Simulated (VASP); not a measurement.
Band structure of GeMo$_{2}$ (space group P4/nmm). Method: PBE GGA, VASP's PBE PAW potentials (set 64) (plane waves; VASP 6.6.1).

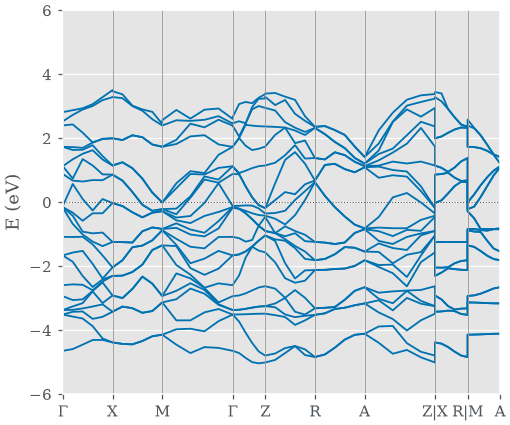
Bands along high-symmetry lines, zero at the valence-band maximum or, without a gap, the Fermi level

**Question.** Read the plot: is there a gap, and where are the band edges?

**Answer.** It has no gap at this level: it comes out as a metal or semimetal.

The structure was generated: GeMo2 was put into an ordered model structure, which need not be its known phase. The cell was not relaxed at this level. The k-mesh is coarse (spacing up to 0.51 per Å, 2π included), so the numbers may not be converged in it.
